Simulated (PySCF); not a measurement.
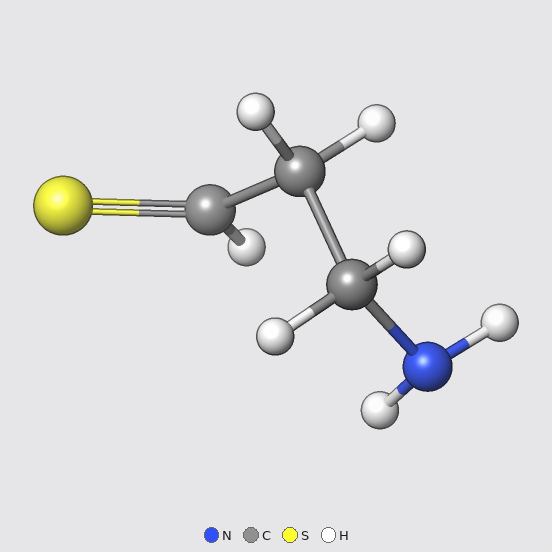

The picture shows a molecular structure as a ball-and-stick model.

The geometry was computed by an optimisation with GFN2-xTB. No frequency run is at hand to confirm it as a minimum.

Count the atoms of each element.

Answer. C3H7NS, 12 atoms: 3 carbon, 7 hydrogen, 1 nitrogen and 1 sulfur.

Describe its rings.

Answer. It has no ring.

More results for the same structure follow; atom numbers are the same in all pictures, views and colours differ.

Shape

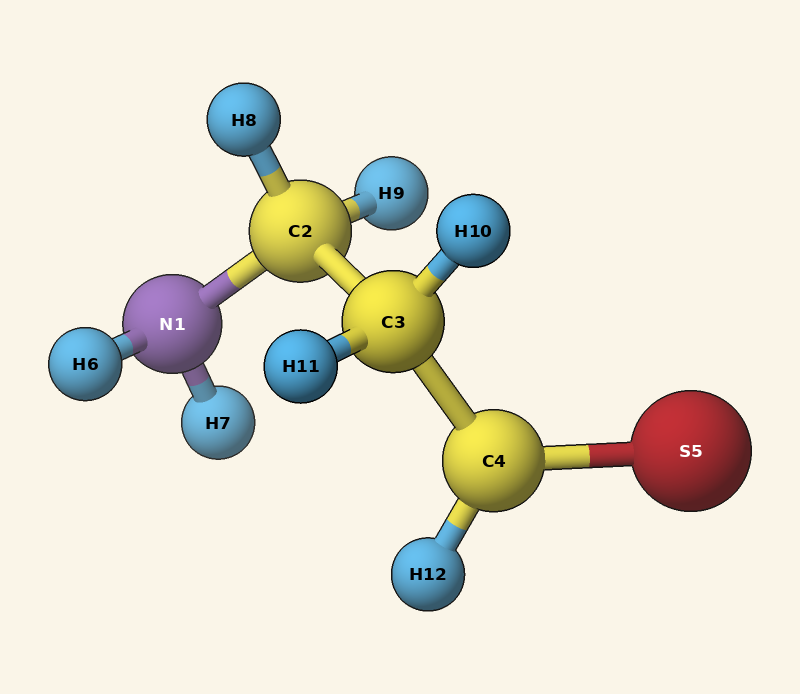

Atoms carry their numbers in the input. No frequency run is at hand to confirm it as a minimum.

Describe the coordination of atom 3.

Answer. C3 has 4 neighbours (C2 at 1.56, C4 at 1.48, H10 at 1.09, H11 at 1.09 Å); the arrangement is tetrahedral.

Describe the coordination of atom 4.

Answer. C4 has 3 neighbours (C3 at 1.48, S5 at 1.62, H12 at 1.09 Å); the arrangement is trigonal planar.

How are the neighbours of atom 1 arranged?

Answer. N1 has 3 neighbours (C2 at 1.44, H6 at 1.01, H7 at 1.01 Å); the arrangement is trigonal pyramidal.

What is the geometry at C2?

Answer. C2 has 4 neighbours (N1 at 1.44, C3 at 1.56, H8 at 1.09, H9 at 1.09 Å); the arrangement is tetrahedral.

What is the dihedral angle N1–C2–C3–C4?

Answer. 68° in size, that is gauche.

Core levels

No frequency run is at hand to confirm it as a minimum. Level of theory: delta-SCF UKS SCAN, pcX-2 on the ionised atom, pcseg-1 elsewhere, spin-free X2C (PySCF 2.14.0).

Give the core-electron binding energies (to vacuum; p and d levels without spin–orbit splitting) of N1 1s, C2 1s, C3 1s, C4 1s, S5 1s, S5 2p.

| atom | level | binding energy (eV) |
| --- | --- | --- |
| N1 | 1s | 405.3 |
| C2 | 1s | 291.8 |
| C3 | 1s | 291.0 |
| C4 | 1s | 291.7 |
| S5 | 1s | 2476.4 |
| S5 | 2p | 169.0 |

Polarisability

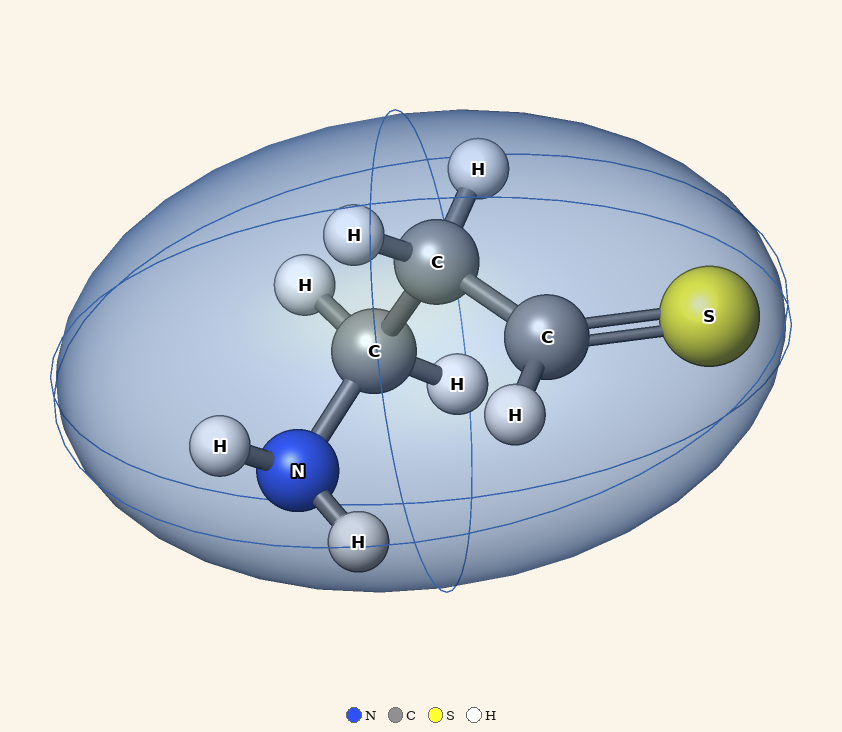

The ellipsoid shows the static dipole polarisability: its half-axes are proportional to the principal values. No frequency run is at hand to confirm it as a minimum. Level of theory: PBE0/def2-SVPD (PySCF 2.14.0).

Give the principal values, the mean and the anisotropy.

Answer. Principal values 56.0, 60.9, 91.2 bohr³; mean 69.4 bohr³ (10.28 Å³); anisotropy 33.0 bohr³, so the longest axis is 1.63 times the shortest.

Excitation

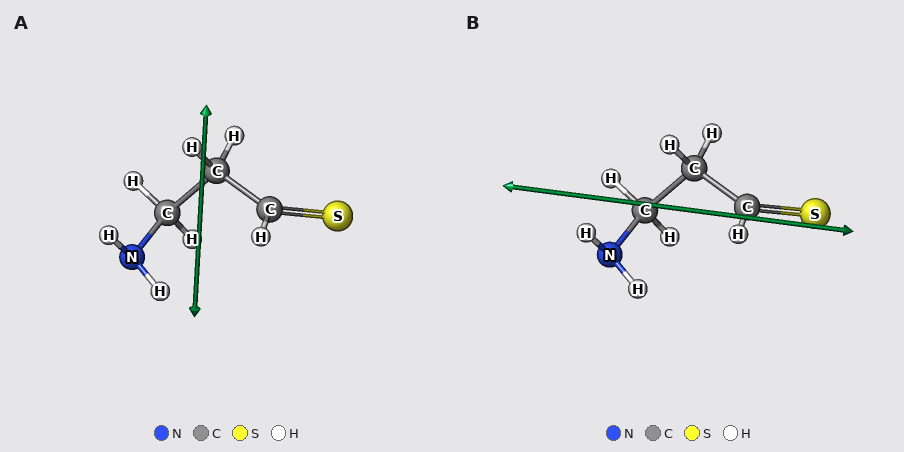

The double arrows show the directions of two transition dipoles from the ground state (lengths mean nothing). No frequency run is at hand to confirm it as a minimum. Level of theory: TDDFT PBE0/def2-SVPD, vertical, gas phase, core orbitals frozen in the response (PySCF 2.14.0).

One belongs to singlet state 4 and one to singlet state 6. Which is which?

Answer. A: state 6, 6.44 eV (192 nm), oscillator strength 0.018, mainly HOMO−1 → LUMO+1 (weight 0.85).
B: state 4, 6.06 eV (205 nm), oscillator strength 0.28, mainly HOMO−2 → LUMO (weight 0.68).
